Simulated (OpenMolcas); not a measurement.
# BNH3Cl (SMILES NBCl) at 6 levels

Aim: a comparison of 6 runs (BHLYP/aug-cc-pVDZ, M06-L/aug-cc-pVDZ, PBE0/aug-cc-pVDZ, SVWN5/aug-cc-pVDZ, r2SCAN/aug-cc-pVDZ, MP2/aug-cc-pVDZ) of BNH3Cl. 

The calculation is run with OpenMolcas 26.06.

1 further run of the same task is left out (set aside as unsound or not needed).

**1. The molecule**

BNH3Cl: 6 atoms, total charge 0, spin state singlet. SMILES: `NBCl`. The coordinates come from a PBE0-D4/def2-TZVP relaxation.

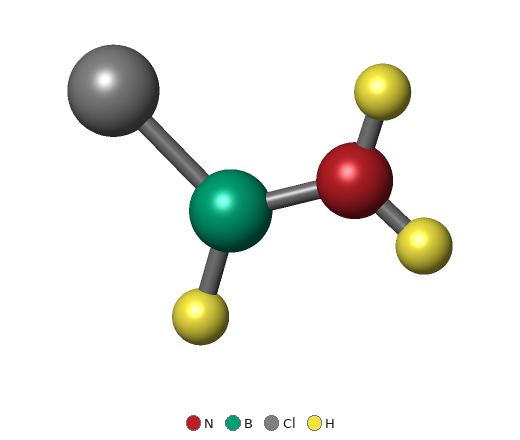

Viewed from a chosen angle; nitrogen red, boron teal, chlorine grey, hydrogen yellow.

**2. Energy and gradient at BHLYP/aug-cc-pVDZ (run 1)**

File run.input:

```
&gateway
 baslib=$CurrDir
 coord
 6
 bohr
 N     -0.74757565    -0.01473986    -1.24343979
 B      0.69844278    -0.30027748     0.91406053
 Cl     1.00136587     2.24745128     3.05379742
 H     -0.96716183    -1.41597179    -2.50691068
 H     -1.66031337     1.59587371    -1.67845474
 H      1.75517762    -2.23346731     1.37401987
 basis=aug-cc-pVDZ
 group=NoSym

&seward
 gridinput
 Grid=UltraFine
 End of Grid

&scf
 ksdft=HYB_GGA_XC_BHANDHLYP
 thresholds=1e-10 1e-07 1e-07 1e-05
 prorbitals=1 2

&alaska
```

The basis set aug-cc-pVDZ is read from a file made from the Basis Set Exchange's data (not shown).

Command:

```
export MOLCAS_MEM=1860
pymolcas run.input > run.log
```

The log of the run:

```text
--- Start Module: gateway ---
[...]
--- Stop Module: gateway /rc=_RC_ALL_IS_WELL_ ---
[...]
      Basis functions          100
[...]
--- Start Module: scf ---
[...]
       Convergence after  12 Iterations
[...]
::    Total KS-DFT energy                            -541.6678739983
[...]
      Total spin, S                                     0.0000000000
[...]
      Total electronic charge=   32.000000
      Total            charge=   -0.000000
[...]
      Dipole Moment (debye):
      Origin of the operator (angstrom)=    0.2634    0.6132    0.8114
                   X= -1.0950E+00               Y= -8.3213E-01               Z= -2.3121E+00           Total=  2.6903E+00
      Quadrupole Moment (debye*angstrom):
[...]
--- Stop Module: scf /rc=_RC_ALL_IS_WELL_ ---
[...]
--- Start Module: alaska ---
[...]
 *              Molecular gradients               *
 **************************************************
  Irreducible representation: a
 ------------------------------------------------------------------------------------------
                              X                       Y                       Z
 ------------------------------------------------------------------------------------------
  N1                1.73965925279429E-03   -5.05980426767860E-04    2.48102499492386E-03
  B2                4.38543272237801E-04    6.23415543997741E-03    4.76698882834098E-03
  CL3              -5.59389714944292E-04   -4.56651706582001E-03   -3.87381737427361E-03
  H4               -6.51264653913075E-04   -2.45253567261017E-03   -2.65387793750804E-03
  H5               -1.80332173381093E-03    2.93789078175211E-03   -1.00694125160339E-03
  H6                8.35773577640309E-04   -1.64701305655424E-03    2.86622740137188E-04
 ------------------------------------------------------------------------------------------
--- Stop Module: alaska /rc=_RC_ALL_IS_WELL_ ---
[...]
```

Wall time 33 s (1 thread of Arm Neoverse V2, shared host); peak memory 0.56 GiB.

**3. Energy and gradient at M06-L/aug-cc-pVDZ (run 2)**

File mol.inp:

```
* BClH3N Kohn-Sham DFT

&GATEWAY
 BasLib
 $CurrDir
 Coord
 6
 angstrom
 N       -0.395600      -0.007800      -0.658000
 B        0.369600      -0.158900       0.483700
 Cl       0.529900       1.189300       1.616000
 H       -0.511800      -0.749300      -1.326600
 H       -0.878600       0.844500      -0.888200
 H        0.928800      -1.181900       0.727100
 Basis
 aug-cc-pVDZ
 Group
 NoSym

&SEWARD
 GridInput
 Grid=UltraFine
 End of Grid

&SCF
 KSDFT
 M06L
 Thresholds
 1e-10 1e-07 1e-07 1e-05
 PrOrbitals
 1 2

&ALASKA
```

The basis set aug-cc-pVDZ is read from a file made from the Basis Set Exchange's data (not shown).

Command:

```
export MOLCAS_MEM=1860
pymolcas mol.inp > mol.log
```

The log of the run:

```text
--- Start Module: gateway ---
[...]
--- Stop Module: gateway /rc=_RC_ALL_IS_WELL_ ---
[...]
      Basis functions          100
[...]
--- Start Module: scf ---
[...]
       Convergence after  15 Iterations
[...]
::    Total KS-DFT energy                            -541.6980371787
[...]
      Total spin, S                                     0.0000000000
[...]
      Total electronic charge=   32.000000
      Total            charge=   -0.000000
[...]
      Dipole Moment (debye):
      Origin of the operator (angstrom)=    0.2634    0.6132    0.8114
                   X= -1.1689E+00               Y= -7.3397E-01               Z= -2.3683E+00           Total=  2.7411E+00
      Quadrupole Moment (debye*angstrom):
[...]
--- Stop Module: scf /rc=_RC_ALL_IS_WELL_ ---
[...]
--- Start Module: alaska ---
[...]
 *              Molecular gradients               *
 **************************************************
  Irreducible representation: a
 ------------------------------------------------------------------------------------------
                              X                       Y                       Z
 ------------------------------------------------------------------------------------------
  N1               -4.73864200960072E-04   -1.37027585386917E-04   -8.64225032981558E-04
  B2               -1.55314243081861E-03    4.28693047711892E-03    2.78656619616454E-04
  CL3              -3.17504342644437E-04   -3.88277019383132E-03   -3.03927614604049E-03
  H4                7.03041737625365E-04    1.72450550405356E-03    2.24560819626651E-03
  H5                1.71423053766540E-03   -2.23028503611378E-03    1.34268930592274E-03
  H6               -7.27613008622008E-05    2.38646834199940E-04    3.65470572456505E-05
 ------------------------------------------------------------------------------------------
--- Stop Module: alaska /rc=_RC_ALL_IS_WELL_ ---
[...]
```

It took 54 s on 1 thread of Arm Neoverse V2, shared host; peak memory 0.56 GiB.

Runs 3 to 5 aren't shown in full; the table further down has their settings and results.

**4. The energy at MP2/aug-cc-pVDZ (run 6)**

File geom.xyz:

```xyz
6

N     -0.395600    -0.007800    -0.658000
B      0.369600    -0.158900     0.483700
Cl     0.529900     1.189300     1.616000
H     -0.511800    -0.749300    -1.326600
H     -0.878600     0.844500    -0.888200
H      0.928800    -1.181900     0.727100
```

File test.inp:

```
&GATEWAY
  BasLib = $CurrDir
  Coord = geom.xyz
  Basis = aug-cc-pVDZ
  Group = NoSym

&SEWARD

&SCF
  Thresholds = 1e-10 1e-07 1e-07 1e-05
  PrOrbitals = 1 1

&MBPT2
  Frozen = 7
```

The basis set aug-cc-pVDZ is read from a file made from the Basis Set Exchange's data (not shown).

Command:

```
export MOLCAS_MEM=1860
pymolcas test.inp > test.log
```

The log of the run:

```text
--- Start Module: gateway ---
[...]
--- Stop Module: gateway /rc=_RC_ALL_IS_WELL_ ---
[...]
      Basis functions          100
[...]
--- Start Module: scf ---
[...]
       Convergence after  14 Iterations
[...]
::    Total SCF energy                               -540.4894309137
[...]
      Total spin, S                                     0.0000000000
[...]
      Total electronic charge=   32.000000
      Total            charge=   -0.000000
[...]
      Dipole Moment (debye):
      Origin of the operator (angstrom)=    0.2634    0.6132    0.8114
                   X= -1.0556E+00               Y= -9.3138E-01               Z= -2.3125E+00           Total=  2.7072E+00
      Quadrupole Moment (debye*angstrom):
[...]
--- Stop Module: scf /rc=_RC_ALL_IS_WELL_ ---
[...]
--- Start Module: mbpt2 ---
[...]
WARNING!
Default frozen orbitals as non valence orbitals is overwritten by user input.
Default values:   7
[...]
       Reference weight ( Cref**2 )         =        0.87045
::    Total MBPT2 energy                             -540.9041154256
[...]
      Total MBPT2 calculations                           0.33      0.38
--- Stop Module: mbpt2 /rc=_RC_ALL_IS_WELL_ ---
[...]
```

It took 9 s on 1 thread of Arm Neoverse V2, shared host; peak memory 0.56 GiB.

**5. All runs side by side**

```csv
run,level,task,integration grid,energy (Eh),dipole moment (D) of the reference,HOMO energy (eV),LUMO energy (eV),wall time
1,BHLYP/aug-cc-pVDZ,gradient,UltraFine,-541.667874,2.69,-9.70,0.08,33 s
2,M06-L/aug-cc-pVDZ,gradient,UltraFine,-541.698037,2.74,-7.37,-0.46,54 s
3,PBE0/aug-cc-pVDZ,gradient,UltraFine,-541.459416,2.71,-8.45,-0.19,35 s
4,SVWN5/aug-cc-pVDZ,gradient,UltraFine,-539.474583,2.71,-7.25,-1.13,26 s
5,r2SCAN/aug-cc-pVDZ,gradient,UltraFine,-541.630464,2.71,-7.39,-0.51,50 s
6,MP2/aug-cc-pVDZ,energy,–,-540.904115,2.71,-11.72,0.90,9 s
```

**6. Results**

```
                                          quantity          value
                               run 6: total energy  -540.90412 Eh
         run 6: dipole moment (mean-field density)         2.71 D
        run 6: HOMO energy (Hartree–Fock orbitals)      -11.72 eV
        run 6: LUMO energy (Hartree–Fock orbitals)        0.90 eV
      run 6: HOMO–LUMO gap (Hartree–Fock orbitals)       12.61 eV
run 6: correlation energy (7 core orbitals frozen)     -414.7 mEh
```

Over runs 1, 2, 3, 4, 5 the dipole moment (its size) runs from 2.69 D (BHLYP/aug-cc-pVDZ) to 2.74 D (M06-L/aug-cc-pVDZ). Over runs 1, 2, 3, 4, 5 the HOMO–LUMO gap runs from 6.13 eV (SVWN5/aug-cc-pVDZ) to 9.77 eV (BHLYP/aug-cc-pVDZ). Totals of different functionals can't be ranked against each other. All runs together took 3.4 min, the longest 54 s.
